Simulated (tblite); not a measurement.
# C$_{5}$H$_{14}$AlN$_{2}$Si$_{2}$ (charge −1): geometry relaxation (part 2 of 2)

Continued. System: C$_{5}$H$_{14}$AlN$_{2}$Si$_{2}$, charge −1. Method: GFN2-xTB geometry optimisation, gas phase (tblite 0.8.0). 

Geometry of the input (Å):
```
Si -1.6450  1.4848  0.2268
N  -1.8997  -0.2008  0.4307
Si -3.4481  -0.8056  0.9056
Al -0.6686  -1.5950  0.2430
N  1.0383  -0.6207  -0.1850
C  1.3182  -0.3366  -1.4814
C  2.4296  0.4427  -1.8346
C  3.2643  0.9332  -0.8060
C  2.9588  0.6157  0.5138
C  1.8215  -0.1582  0.7865
H  -2.4974  2.0393  -0.8978
H  -0.2394  1.8007  -0.0857
H  -2.0358  2.2792  1.4748
H  -3.3678  -2.2948  0.9808
H  -3.9342  -0.2587  2.2300
H  -4.5285  -0.4461  -0.0809
H  -0.2368  -2.3023  1.6452
H  -0.8639  -2.5099  -1.0605
H  0.6432  -0.7416  -2.2110
H  2.6406  0.6519  -2.8655
H  4.1170  1.5492  -1.0486
H  3.5657  0.9884  1.3368
H  1.5509  -0.4118  1.8213
H  1.4291  0.8569  0.8795
```

**Trajectory as extended XYZ, continued**
```
24
Properties=species:S:1:pos:R:3:forces:R:3 step=84 energy=-776.66613
Si   -2.0462    1.6064    0.2999   -0.0020  -0.0050  -0.0050
N    -2.0373   -0.0998    0.4340    0.0190  -0.0360   0.0080
Si   -3.4389   -0.9669    0.9004   -0.0090   0.0060   0.0120
Al   -0.5964   -1.2937    0.1177   -0.0060  -0.0080   0.0310
N     0.9660   -0.3072   -0.2301   -0.0210  -0.0010  -0.0040
C     1.4310   -0.2366   -1.4839   -0.0160  -0.0090  -0.0040
C     2.6581    0.2133   -1.8514    0.0400   0.0390  -0.0020
C     3.5693    0.6005   -0.8140    0.0180  -0.0100  -0.0050
C     3.1724    0.6100    0.4609   -0.0030  -0.0370   0.0510
C     1.7526    0.2862    0.8480   -0.0120   0.0060  -0.0260
H    -3.0878    2.0759   -0.6387   -0.0370   0.0110  -0.0160
H    -0.7543    2.1110   -0.1695    0.0150   0.0040  -0.0220
H    -2.3559    2.2743    1.5836   -0.0220  -0.0080   0.0390
H    -3.1736   -2.4064    0.8801   -0.0100   0.0130  -0.0140
H    -3.9077   -0.6023    2.2550    0.0100   0.0180   0.0040
H    -4.5848   -0.6776    0.0107    0.0070  -0.0100  -0.0040
H    -0.3095   -2.1128    1.4561   -0.0110   0.0080  -0.0170
H    -0.9600   -2.2134   -1.1300    0.0300   0.0390  -0.0070
H     0.7335   -0.6254   -2.2227   -0.0040  -0.0420   0.0240
H     2.9760    0.2182   -2.8818   -0.0090   0.0060  -0.0430
H     4.5924    0.8455   -1.0811   -0.0170   0.0170   0.0090
H     3.8375    0.8727    1.2737    0.0310  -0.0190   0.0040
H     1.7307   -0.4194    1.6954    0.0120   0.0340   0.0200
H     1.2447    1.2075    1.2061    0.0000  -0.0190  -0.0340
24
Properties=species:S:1:pos:R:3:forces:R:3 step=104 energy=-776.68913
Si   -2.2114    1.6336    0.4671   -0.0100   0.0050  -0.0110
N    -2.0540   -0.0704    0.4952    0.0210   0.0050  -0.0210
Si   -3.4053   -1.0402    0.9066    0.0050   0.0050   0.0310
Al   -0.5699   -1.1788    0.0827   -0.0020   0.0120  -0.0220
N     0.9580   -0.1714   -0.3298   -0.0100  -0.0260  -0.0180
C     1.4979   -0.2349   -1.5551   -0.0240   0.0070   0.0290
C     2.7783    0.0992   -1.8632    0.0260   0.0170   0.0100
C     3.6672    0.3823   -0.7748    0.0340   0.0240   0.0060
C     3.1915    0.5085    0.4690    0.0130   0.0040  -0.0190
C     1.7063    0.5234    0.7080   -0.0410   0.0070  -0.0230
H    -3.2693    2.0863   -0.4660   -0.0060  -0.0110   0.0040
H    -0.9582    2.2758    0.0633    0.0170  -0.0030   0.0020
H    -2.6171    2.1747    1.7857    0.0140  -0.0060  -0.0010
H    -3.0783   -2.4594    0.7781    0.0030  -0.0070   0.0030
H    -3.8716   -0.7822    2.2865    0.0040  -0.0060  -0.0030
H    -4.5689   -0.7419    0.0473   -0.0280  -0.0070  -0.0170
H    -0.2161   -2.0165    1.3931   -0.0130  -0.0010  -0.0140
H    -0.9204   -2.0503   -1.2011   -0.0240  -0.0230   0.0250
H     0.8328   -0.6586   -2.3020   -0.0290   0.0050   0.0040
H     3.1608    0.0010   -2.8677    0.0030   0.0140  -0.0140
H     4.7332    0.4195   -0.9744   -0.0010  -0.0200   0.0280
H     3.8352    0.6410    1.3285    0.0080  -0.0100   0.0020
H     1.4458    0.0464    1.6633    0.0210  -0.0090   0.0380
H     1.3454    1.5729    0.7780    0.0220   0.0260  -0.0210
24
Properties=species:S:1:pos:R:3:forces:R:3 step=125 energy=-776.69429
Si   -2.2310    1.6322    0.4952    0.0010   0.0050  -0.0020
N    -2.0615   -0.0707    0.4841    0.0050  -0.0010  -0.0070
Si   -3.3929   -1.0637    0.9092   -0.0050   0.0070  -0.0070
Al   -0.5663   -1.1622    0.0688   -0.0010   0.0170  -0.0100
N     0.9528   -0.1392   -0.3497   -0.0040   0.0070   0.0130
C     1.5043   -0.2138   -1.5707   -0.0030  -0.0040   0.0100
C     2.7970    0.0964   -1.8572    0.0070   0.0200  -0.0060
C     3.6809    0.3226   -0.7505    0.0060  -0.0110  -0.0070
C     3.1841    0.4754    0.4820    0.0010  -0.0160   0.0030
C     1.6954    0.5986    0.6610    0.0070   0.0070   0.0030
H    -3.2969    2.0966   -0.4232   -0.0020  -0.0110   0.0020
H    -0.9835    2.2993    0.1083   -0.0080  -0.0230  -0.0030
H    -2.6342    2.1362    1.8288    0.0060   0.0050  -0.0010
H    -3.0507   -2.4792    0.7735    0.0070   0.0110   0.0010
H    -3.8486   -0.8192    2.2941    0.0030   0.0010   0.0090
H    -4.5738   -0.7831    0.0637    0.0030  -0.0040  -0.0020
H    -0.2128   -1.9937    1.3808    0.0110  -0.0020   0.0040
H    -0.9251   -2.0511   -1.2007    0.0010  -0.0040   0.0050
H     0.8406   -0.6339   -2.3215    0.0090   0.0110  -0.0100
H     3.1935    0.0053   -2.8579   -0.0170  -0.0130   0.0030
H     4.7504    0.2714   -0.9223    0.0110   0.0060   0.0000
H     3.8104    0.5430    1.3617   -0.0100  -0.0080  -0.0090
H     1.3757    0.2214    1.6409   -0.0150  -0.0100   0.0140
H     1.4042    1.6713    0.6196   -0.0150   0.0080  -0.0020
24
Properties=species:S:1:pos:R:3:forces:R:3 step=146 energy=-776.69729
Si   -2.2275    1.6249    0.4500   -0.0080   0.0130   0.0090
N    -2.0699   -0.0783    0.4561   -0.0010   0.0120  -0.0050
Si   -3.3878   -1.0713    0.9152    0.0000   0.0030   0.0070
Al   -0.5614   -1.1534    0.0662    0.0120   0.0000  -0.0030
N     0.9372   -0.1008   -0.3413   -0.0050  -0.0020  -0.0100
C     1.4820   -0.1559   -1.5655    0.0080  -0.0040  -0.0040
C     2.7807    0.1333   -1.8485    0.0040   0.0070  -0.0050
C     3.6722    0.3022   -0.7383   -0.0130  -0.0140   0.0090
C     3.1795    0.4309    0.4993    0.0080   0.0130   0.0040
C     1.6962    0.5964    0.6842   -0.0050  -0.0130  -0.0010
H    -3.3466    2.0728   -0.4101   -0.0090   0.0000  -0.0070
H    -0.9997    2.2655   -0.0299   -0.0040   0.0010  -0.0040
H    -2.5443    2.1621    1.7944    0.0040   0.0010  -0.0060
H    -3.0211   -2.4826    0.8054   -0.0090  -0.0010   0.0080
H    -3.8318   -0.7938    2.2972   -0.0060  -0.0120   0.0160
H    -4.5790   -0.8270    0.0746   -0.0050   0.0030  -0.0130
H    -0.1928   -1.9585    1.3886    0.0030  -0.0200   0.0180
H    -0.8948   -2.0680   -1.1915   -0.0010   0.0010   0.0010
H     0.8073   -0.5421   -2.3248    0.0140   0.0070  -0.0050
H     3.1712    0.0482   -2.8516   -0.0010   0.0100  -0.0140
H     4.7401    0.2246   -0.9122   -0.0010   0.0000   0.0000
H     3.8065    0.4478    1.3799    0.0140   0.0000   0.0090
H     1.3634    0.2055    1.6551    0.0020  -0.0010   0.0030
H     1.4324    1.6775    0.6656   -0.0010  -0.0030  -0.0090
24
Properties=species:S:1:pos:R:3:forces:R:3 step=167 energy=-776.69937
Si   -2.2214    1.6184    0.3917   -0.0030  -0.0050  -0.0010
N    -2.0684   -0.0850    0.4539    0.0020  -0.0010  -0.0060
Si   -3.3942   -1.0593    0.9322    0.0040   0.0040   0.0040
Al   -0.5584   -1.1711    0.0838   -0.0030   0.0030   0.0050
N     0.9436   -0.1234   -0.3267    0.0050  -0.0010  -0.0040
C     1.4748   -0.1209   -1.5582    0.0010   0.0040  -0.0050
C     2.7669    0.1965   -1.8422    0.0040   0.0000   0.0020
C     3.6691    0.3214   -0.7346    0.0000  -0.0010   0.0040
C     3.1889    0.3979    0.5123    0.0010   0.0010  -0.0050
C     1.7060    0.5487    0.7133   -0.0060   0.0050  -0.0010
H    -3.3897    2.0367   -0.4171    0.0010  -0.0020  -0.0020
H    -1.0241    2.2330   -0.1892    0.0010   0.0000   0.0020
H    -2.4548    2.2107    1.7293    0.0000   0.0010   0.0030
H    -3.0392   -2.4763    0.8576   -0.0020   0.0010   0.0020
H    -3.8461   -0.7548    2.3072    0.0020   0.0000  -0.0030
H    -4.5773   -0.8258    0.0760   -0.0020   0.0000   0.0030
H    -0.1971   -1.9693    1.4155   -0.0020  -0.0010  -0.0020
H    -0.8876   -2.0927   -1.1687    0.0000  -0.0020  -0.0020
H     0.7981   -0.4801   -2.3285   -0.0050  -0.0020   0.0010
H     3.1454    0.1650   -2.8534    0.0010   0.0000   0.0030
H     4.7352    0.2551   -0.9225    0.0030   0.0010  -0.0020
H     3.8247    0.3782    1.3870    0.0010  -0.0020   0.0000
H     1.3827    0.1290    1.6750   -0.0030  -0.0040   0.0030
H     1.4350    1.6280    0.7244    0.0020   0.0000   0.0010
```

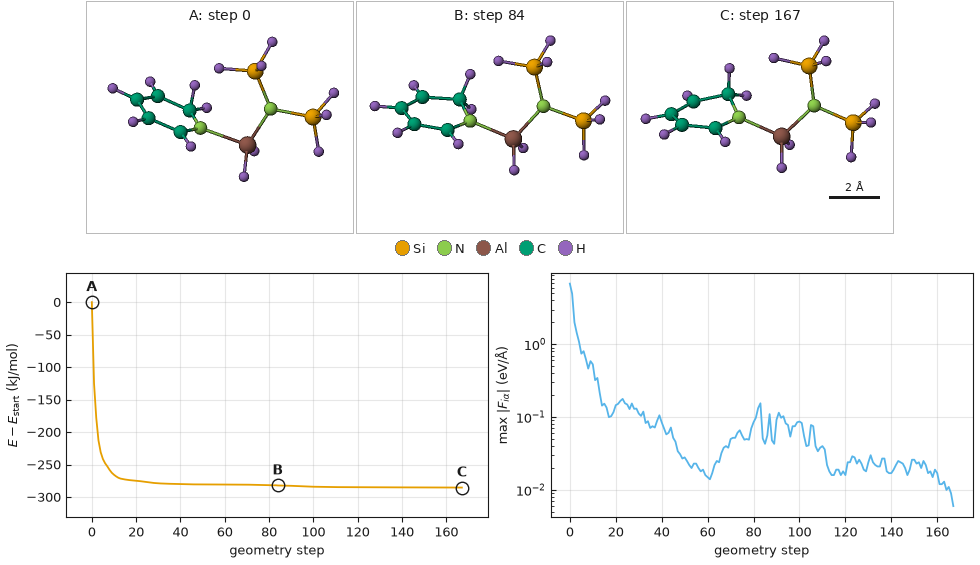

Figure 1. Frames of the relaxation (ball-and-stick view, seen at a tilt) above the curves, on which the letters mark them (steps are counted from 0).

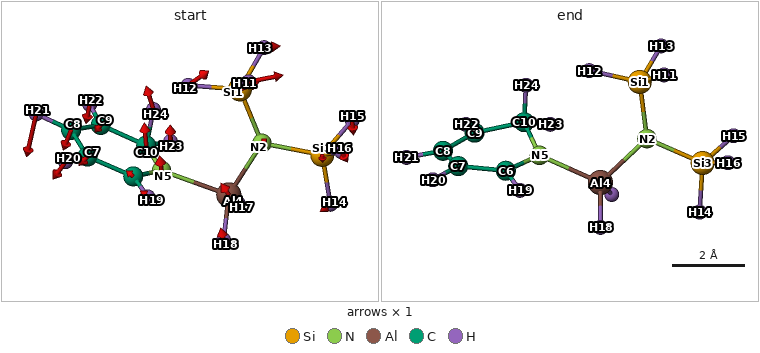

Figure 2. Before (left) and after (right) the relaxation, at one scale (ball-and-stick view, seen at a tilt). The red arrows give the displacements, at true length. The largest move after the best rigid fit is that of H21, 1.44 Å. By element the largest moves are H 1.44 Å, C 0.74 Å, Si 0.61 Å, N 0.52 Å, Al 0.46 Å. Among the contacts that change: Al4–N5 2.011 → 1.877 Å, N5–C10 1.331 → 1.454 Å, C9–C10 1.402 → 1.504 Å, C8–C9 1.391 → 1.338 Å. Among the angles that change: C9–C10–H24 78.2° → 109.8°, H23–C10–H24 92.6° → 106.9°, N5–C10–H23 117.5° → 107.2°. After 167 geometry steps the energy has fallen by 285.4 kJ/mol. Largest force component: 6.8 eV/Å at the start, 0.006 eV/Å at the end. (Atoms are counted from 1 in the order of the input.)

**Key numbers**

- outcome: converged
- total energy: −776.6994 eV
- wall time: 3.8 s
- peak memory: 0.44 GiB
